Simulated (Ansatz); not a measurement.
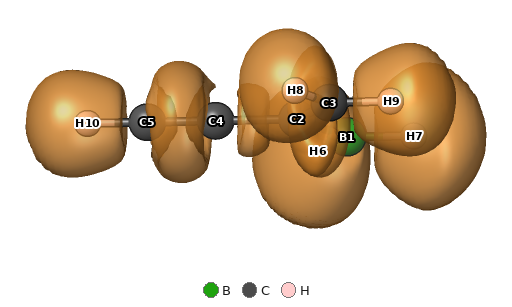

Figure 1: C$_{4}$H$_{5}$B (SMILES BC(=C)C#C). Isosurface of the ELF at 0.75 (orange), seen from one side. Core shells and regions of very low density are left out.

These are results of Ansatz, SCF cam_b3lyp, Gaussian basis, not measurements.

```tsv
atom	x (Å)	y (Å)	z (Å)
B	-0.8821	1.3727	-0.1015
C	-0.2411	-0.0497	0.0346
C	-0.9960	-1.1207	0.2770
C	1.1846	-0.1875	-0.1065
C	2.3791	-0.3029	-0.2247
H	-0.2007	2.3140	-0.3166
H	-2.0498	1.5194	0.0091
H	-0.5503	-2.1039	0.3707
H	-2.0710	-1.0373	0.3863
H	3.4274	-0.4041	-0.3284
```

Where are the electrons localised?

The surface consists of one region between bonded B–C atoms (shared pairs), three regions between bonded C–C atoms (shared pairs) and five regions around hydrogen nuclei. Along the contacts the grid gives the following. C–C (1.21 Å): the ELF peaks at about 0.85 between the atoms: a multiple bond. C–B (1.57 Å): the ELF peaks at about 1 between the atoms: localised, covalent bonding.
